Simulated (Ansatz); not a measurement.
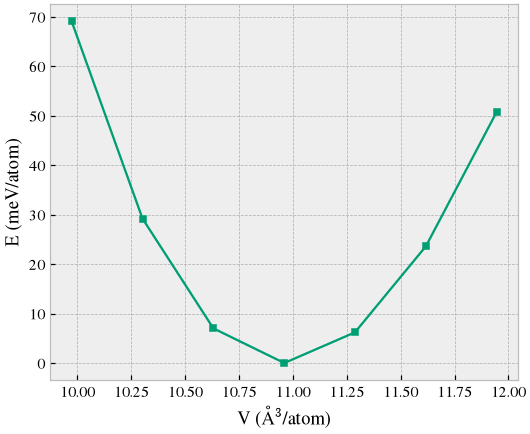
Fig. 1. VN in space group P4_2/mmc (No. 131; V on 2c, N on 2e) under volume change, PBE (plane waves, PAW; program Ansatz), shape and atoms relaxed at each volume.

Task: What does a third-order Birch–Murnaghan fit give for V₀, B₀ and B′?

Result: V₀ = 10.96 Å³/atom, B₀ = 212 GPa, B′ = 4.0.

The cell is a constructed one: a structure type filled with these elements; neither database checked (COD, Materials Project) lists it. It is not the phase usual at ambient conditions (space group No. 225). Symmetry was held in the PBE relaxation; its stability against distortions is not shown here. Magnetic state: ferromagnetic, the only order run, not a proven ground state. No Hubbard U is applied.

Potentials: the later of the program's two PAW sets.
